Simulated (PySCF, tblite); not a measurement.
# C₁₁H₁₀O₂S: excited states

Aim: compute the excited states of C₁₁H₁₀O₂S (`CS(=O)(=O)c1cccc2ccccc12`).

Programs: tblite 0.8.0 and PySCF 2.14.0, with routines of our own; each step states its level. All values are computed. Atoms count from 0.

### Step 1. The starting structure

24 atoms, charge 0, multiplicity 1; geometry from: force field or distance geometry start.

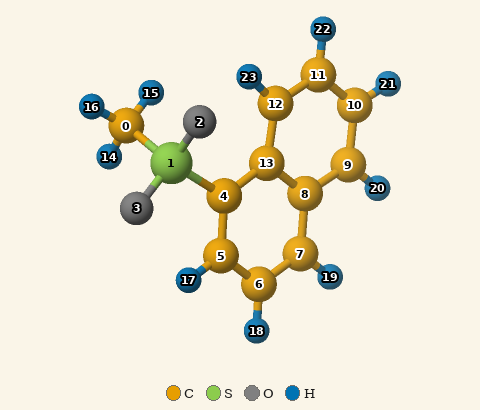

The starting geometry (carbon amber, sulfur green, oxygen grey, hydrogen blue).

### Step 2. Geometry optimisation with GFN2-xTB

Job settings and geometry (Å):

```
{"job": {"kind": "relax", "xc": "GFN2-xTB", "basis": "xTB"}, "charge": 0, "multiplicity": 1}
C      2.999000    -0.137800    -0.741600
S      2.349800    -0.091100     0.906200
O      2.292400    -1.454600     1.429000
O      3.120200     0.915900     1.625200
C      0.688200     0.521400     0.729600
C      0.441400     1.825400     1.184600
C     -0.810000     2.398800     1.035700
C     -1.821800     1.674200     0.432900
C     -1.607900     0.358000    -0.031400
C     -2.677400    -0.335100    -0.633100
C     -2.513600    -1.638600    -1.101800
C     -1.287200    -2.267900    -0.955900
C     -0.222700    -1.584900    -0.349700
C     -0.336500    -0.253500     0.111300
H      2.930700     0.878100    -1.163200
H      2.417300    -0.840000    -1.331500
H      4.034700    -0.452400    -0.689000
H      1.230000     2.402900     1.666700
H     -1.000400     3.407200     1.405200
H     -2.800800     2.138200     0.327700
H     -3.651200     0.144000    -0.745700
H     -3.345000    -2.158400    -1.558900
H     -1.144800    -3.280200    -1.287900
H      0.703800    -2.149800    -0.256700
```

Run with:

```sh
$ OMP_NUM_THREADS=1 python excited_run.py task.json out
```

One launch serves the whole session: the jobs run in the order shown.

Log:

```text
step      E/eV     max force
  0   -1088.19260    1.669
  1   -1088.31642    0.651
  2   -1088.34163    0.400
  3   -1088.36177    0.317
  4   -1088.38095    0.353
  5   -1088.39139    0.249
  6   -1088.39964    0.219
  7   -1088.40611    0.306
  8   -1088.41018    0.155
  9   -1088.41188    0.084
 10   -1088.41307    0.092
 11   -1088.41441    0.109
 12   -1088.41575    0.099
 13   -1088.41691    0.072
 14   -1088.41781    0.066
 15   -1088.41853    0.059
 16   -1088.41913    0.065
 17   -1088.41965    0.055
 18   -1088.42011    0.047
 19   -1088.42048    0.050
 20   -1088.42078    0.051
 21   -1088.42102    0.042
 22   -1088.42126    0.034
 23   -1088.42148    0.037
 24   -1088.42168    0.037
 25   -1088.42189    0.035
 26   -1088.42210    0.036
 27   -1088.42228    0.030
 28   -1088.42242    0.027
 29   -1088.42254    0.028
 30   -1088.42263    0.026
 31   -1088.42271    0.021
 32   -1088.42278    0.020
 33   -1088.42284    0.022
 34   -1088.42293    0.028
 35   -1088.42303    0.028
 36   -1088.42313    0.027
 37   -1088.42324    0.024
 38   -1088.42336    0.029
 39   -1088.42353    0.043
 40   -1088.42374    0.047
 41   -1088.42399    0.038
 42   -1088.42425    0.040
 43   -1088.42453    0.038
 44   -1088.42478    0.039
 45   -1088.42496    0.034
 46   -1088.42509    0.026
 47   -1088.42521    0.029
 48   -1088.42531    0.032
 49   -1088.42541    0.024
 50   -1088.42548    0.020
 51   -1088.42554    0.018
 52   -1088.42559    0.019
 53   -1088.42565    0.020
 54   -1088.42571    0.017
 55   -1088.42576    0.014
 56   -1088.42580    0.013
 57   -1088.42584    0.013
 58   -1088.42588    0.014
 59   -1088.42592    0.012
 60   -1088.42596    0.012
 61   -1088.42598    0.011
 62   -1088.42600    0.010
 63   -1088.42602    0.010
```

It took 1.3 s on 1 thread of AMD EPYC 7R43, shared host; peak memory 0.18 GiB.

Along the way: (not every step is listed)

| step | energy from step 0 (eV) | largest force (eV/Å) |
| --- | --- | --- |
| 0 | 0.0000 | 1.6690 |
| 1 | -0.1238 | 0.6506 |
| 2 | -0.1490 | 0.4005 |
| 3 | -0.1692 | 0.3166 |
| 4 | -0.1883 | 0.3530 |
| 5 | -0.1988 | 0.2489 |
| 6 | -0.2070 | 0.2186 |
| 7 | -0.2135 | 0.3063 |
| 8 | -0.2176 | 0.1545 |
| 13 | -0.2243 | 0.0721 |
| 18 | -0.2275 | 0.0472 |
| 23 | -0.2289 | 0.0367 |
| 28 | -0.2298 | 0.0271 |
| 33 | -0.2302 | 0.0225 |
| 38 | -0.2308 | 0.0294 |
| 43 | -0.2319 | 0.0383 |
| 48 | -0.2327 | 0.0318 |
| 53 | -0.2330 | 0.0199 |
| 58 | -0.2333 | 0.0137 |
| 59 | -0.2333 | 0.0124 |
| 60 | -0.2334 | 0.0122 |
| 61 | -0.2334 | 0.0110 |
| 62 | -0.2334 | 0.0099 |
| 63 | -0.2334 | 0.0097 |

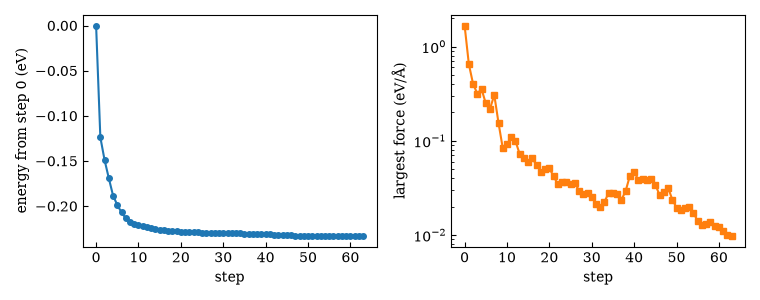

Energy and force, step by step.

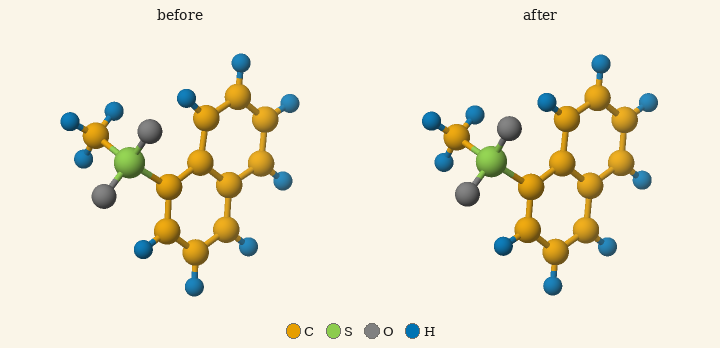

The geometry before (left) and after (right).

Close pairs (by a distance rule), those that changed most:

| bond | before (Å) | after (Å) | change (Å) |
| --- | --- | --- | --- |
| C0–S1 | 1.772 | 1.821 | +0.049 |
| C4–C5 | 1.403 | 1.365 | -0.038 |
| C11–C12 | 1.403 | 1.368 | -0.034 |
| C9–C10 | 1.395 | 1.367 | -0.028 |
| S1–O2 | 1.461 | 1.439 | -0.023 |
| C0–H14 | 1.102 | 1.082 | -0.020 |
| S1–O3 | 1.458 | 1.438 | -0.020 |
| S1–C4 | 1.780 | 1.798 | +0.018 |

The final coordinates are the input of the step that follows.

### Step 3. Harmonic vibrations with GFN2-xTB

Job settings and geometry (Å):

```
{"job": {"kind": "ir", "xc": "GFN2-xTB", "basis": "xTB"}, "charge": 0, "multiplicity": 1}
C      2.946228    -0.076689    -0.788160
S      2.320959    -0.146355     0.920797
O      2.320348    -1.519979     1.348988
O      3.084306     0.788381     1.702125
C      0.649336     0.494982     0.757598
C      0.449196     1.778158     1.178651
C     -0.801596     2.390420     1.011418
C     -1.818625     1.703686     0.408298
C     -1.637546     0.377051    -0.037585
C     -2.675596    -0.342748    -0.665600
C     -2.479592    -1.627679    -1.087602
C     -1.240493    -2.255821    -0.887134
C     -0.209546    -1.589410    -0.283158
C     -0.375564    -0.256356     0.146699
H      2.921055     0.959154    -1.100131
H      2.318741    -0.693103    -1.418405
H      3.963558    -0.447293    -0.780813
H      1.270544     2.301187     1.642697
H     -0.947797     3.403056     1.354289
H     -2.783703     2.167654     0.263304
H     -3.630943     0.142853    -0.803518
H     -3.278686    -2.171768    -1.569228
H     -1.106666    -3.277175    -1.211662
H      0.730345    -2.082442    -0.094313
```

Log:

```text
mode    cm-1     km/mol
  1      50.7      3.33
  2      72.7      2.77
  3     107.5      0.17
  4     141.2      1.24
  5     155.9      1.65
  6     170.7      2.36
  7     240.7      0.32
  8     260.2      0.66
  9     278.5      6.82
 10     305.7      3.80
 11     372.9     10.54
 12     416.2      6.97
 13     426.0     37.54
 14     436.7     34.78
 15     486.2     73.14
 16     501.7     38.13
 17     519.8      6.49
 18     530.8     26.91
 19     591.7      2.01
 20     641.3     11.03
 21     702.7    154.47
 22     722.0      6.03
 23     760.7     27.10
 24     779.6      0.45
 25     820.3     36.38
 26     833.6     13.27
 27     847.6     87.54
 28     857.5      6.87
 29     885.2      1.05
 30     908.1      0.11
 31     921.1      0.07
 32     926.9      1.00
 33     934.4      8.80
 34     939.2     19.43
 35    1081.1      2.29
 36    1105.8      2.56
 37    1112.3    344.83
 38    1149.7     53.65
 39    1171.4      4.09
 40    1177.5      7.65
 41    1196.7     11.26
 42    1226.3      9.02
 43    1239.6    246.81
 44    1257.6    138.94
 45    1269.4     33.22
 46    1342.0      0.86
 47    1355.5      2.17
 48    1381.9      2.93
 49    1420.0      0.35
 50    1426.4      4.31
 51    1433.7      9.83
 52    1444.3      2.92
 53    1500.5      2.91
 54    1554.5      0.49
 55    1604.7      0.55
 56    1608.4      1.64
 57    3065.2      1.14
 58    3074.2      1.76
 59    3078.3     11.90
 60    3082.7      1.43
 61    3083.5     39.78
 62    3087.5      6.27
 63    3092.8     52.49
 64    3096.3     29.52
 65    3108.2      5.26
 66    3120.2      3.68
```

Run time: 3.1 s. Hardware: 1 thread of AMD EPYC 7R43, shared host; peak memory 0.18 GiB.

Which atoms move in the most intense modes:

| cm⁻¹ | km/mol | atoms |
| --- | --- | --- |
| 486 | 73.1 | O3 19 %, O2 18 %, S1 14 % |
| 703 | 154.5 | S1 35 %, C0 34 % |
| 848 | 87.5 | H16 26 %, C7 14 %, C0 10 % |
| 1112 | 344.8 | O2 32 %, O3 31 %, S1 23 % |
| 1150 | 53.6 | C4 14 %, H22 13 %, H21 12 %, H18 11 % |
| 1240 | 246.8 | S1 25 %, O3 17 %, H23 15 %, O2 14 % |
| 1258 | 138.9 | H23 24 %, S1 19 %, O3 11 %, H20 11 % |
| 3093 | 52.5 | H21 46 %, H22 34 % |

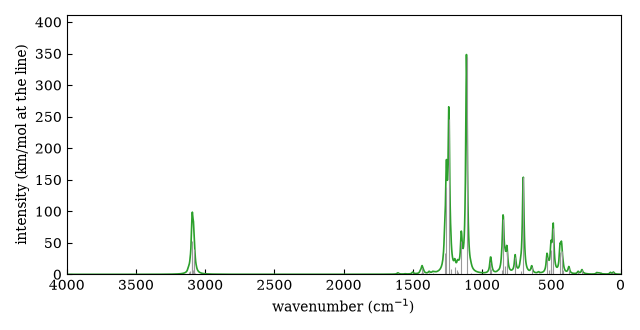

The infrared spectrum from these modes, unscaled. Lines are broadened to a width of 14 cm⁻¹ (Lorentzian).

### Step 4. Excited states: TDA wB97X-D/def2-SVP

The job, as its differences from that of step 3:

```diff
@@ -1,2 +1,2 @@
-{"job": {"kind": "ir", "xc": "GFN2-xTB", "basis": "xTB"}, "charge": 0, "multiplicity": 1}
+{"job": {"kind": "states", "xc": "wB97X-D", "basis": "def2-SVP", "tda": true, "soc": true, "nstates": 8, "ntriplets": 4, "nquad": 4}, "charge": 0, "multiplicity": 1}
 C      2.946228    -0.076689    -0.788160
```

Level: TDA wB97X-D/def2-SVP excited states, vertical, gas phase, spin-orbit mean-field couplings.

Log:

```text
coarse grid: 21944 points
cycle   1  E = -972.5795623919  dE =  3.956e+00  |g| = 1.211e+00  |ddm| = 6.417e+00
cycle   2  E = -972.2685404415  dE =  3.110e-01  |g| = 1.826e+00  |ddm| = 3.365e+00
cycle   3  E = -972.8788308446  dE = -6.103e-01  |g| = 1.034e-01  |ddm| = 2.082e+00
cycle   4  E = -972.8807428753  dE = -1.912e-03  |g| = 6.790e-02  |ddm| = 2.283e-01
cycle   5  E = -972.8819083466  dE = -1.165e-03  |g| = 1.405e-02  |ddm| = 1.007e-01
cycle   6  E = -972.8819625494  dE = -5.420e-05  |g| = 3.858e-03  |ddm| = 2.231e-02
cycle   7  E = -972.8819674979  dE = -4.949e-06  |g| = 1.322e-03  |ddm| = 6.984e-03
final grid: 211176 points
cycle   8  E = -973.0153759608  dE = -1.587e-04  |g| = 4.338e-03  |ddm| = 7.445e-02
cycle   9  E = -973.0153793708  dE = -3.410e-06  |g| = 3.304e-03  |ddm| = 1.202e-02
cycle  10  E = -973.0153815286  dE = -2.158e-06  |g| = 1.134e-03  |ddm| = 4.480e-03
cycle  11  E = -973.0153817539  dE = -2.253e-07  |g| = 4.941e-04  |ddm| = 1.690e-03
cycle  12  E = -973.0153818082  dE = -5.424e-08  |g| = 6.684e-05  |ddm| = 6.388e-04
cycle  13  E = -973.0153818102  dE = -1.983e-09  |g| = 2.940e-05  |ddm| = 1.823e-04
cycle  14  E = -973.0153818106  dE = -3.952e-10  |g| = 1.579e-05  |ddm| = 6.533e-05
converged SCF energy = -973.0153818106

Singlet excitations
state   eV       nm        f     d(h-e)  d(exc)  Lambda  PR(NTO)  |dmu|/D   mu/D   main configurations
  1   4.7352   261.8   0.00562   0.154   3.187   0.641   2.030    0.358    5.256   H-1->L 0.54, H->L+1 0.44
  2   4.8542   255.4   0.14903   0.756   3.468   0.864   1.250    2.070    6.388   H->L 0.88, H-1->L+1 0.09
  3   5.8371   212.4   0.00307   1.997   3.783   0.398   1.031    6.224    4.249   H-2->L 0.89
  4   6.3907   194.0   0.00228   1.564   3.936   0.460   1.549    4.737    3.228   H-3->L 0.64, H->L+2 0.17, H-4->L 0.10
  5   6.4599   191.9   0.52696   0.460   3.290   0.632   2.424                     H->L+2 0.22, H->L+1 0.18, H-1->L 0.15
  6   6.4842   191.2   0.16355   0.710   3.584   0.633   2.484                     H->L+2 0.22, H-3->L 0.17, H-4->L 0.14
  7   6.7477   183.7   0.40105   0.698   3.166   0.649   2.505                     H-4->L 0.27, H-1->L+2 0.20, H->L+1 0.11
  8   6.8731   180.4   0.45542   0.146   3.060   0.644   2.351                     H-4->L 0.30, H->L+2 0.20, H->L+1 0.11

Triplet excitations (Tamm-Dancoff)
state   eV     d(h-e)  d(exc)  Lambda  PR(NTO)   main configurations
  1   3.1384   0.172   3.038   0.850   1.214   H->L 0.89
  2   4.1541   0.220   3.157   0.635   1.268   H-1->L 0.87, H->L+1 0.09
  3   4.4917   0.076   2.656   0.700   2.051   H->L+2 0.38, H-4->L 0.28, H->L+1 0.17
  4   4.5799   0.182   3.045   0.660   1.496   H->L+1 0.71, H-1->L 0.09
S1 - T1 = 1.5968 eV

Spin-orbit couplings |<S|Hso|T>| (cm-1)
             T1       T2       T3       T4
S0        0.313    0.316    0.760    0.421
S1        0.083    0.015    0.040    0.025
S2        0.060    0.084    0.469    0.256
S3        0.923    0.755    0.757    0.677
S4        2.575    1.188    3.182    1.957
S5        1.264    0.511    1.454    0.902
S6        1.699    0.762    2.335    1.321
S7        0.792    0.165    0.990    1.011
S8        0.678    0.294    0.734    0.499
T1 sublevels (cm-1): 0.000 0.000 0.000   radiative rates (1/s): 0.0431 0.0143 0.0294
```

Run time: 2.2 min. Hardware: 1 thread of AMD EPYC 7R43, shared host; peak memory 1.2 GiB.

From this job:

| quantity | value |
| --- | --- |
| S1 less T1 | 1.60 eV |

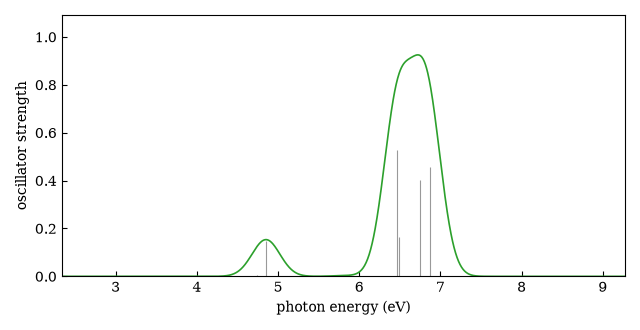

Absorption lines of the singlets. Lines are broadened to a width of 0.40 eV (Gaussian).

### Step 5. Outcome

| quantity | value |
| --- | --- |
| strongest single infrared mode (GFN2-xTB) | 1112 cm⁻¹, 345 km/mol |
| zero-point energy (GFN2-xTB) | 112.2 kcal/mol |
| S1 less T1 (step 4, TDA wB97X-D/def2-SVP) | 1.60 eV |

All 66 modes are real, so the xTB geometry is a minimum. The strongest single mode, at 1112 cm⁻¹, is spread over several atoms, O2, O3, S1 among them. Unscaled tight-binding wavenumbers are off by several per cent, some by more. Its intensities can rank the bands wrongly. In step 4, the number of triplets below S1 is at least 4, and the largest singlet-triplet spin-orbit coupling is S4–T3, 3.18 cm⁻¹.
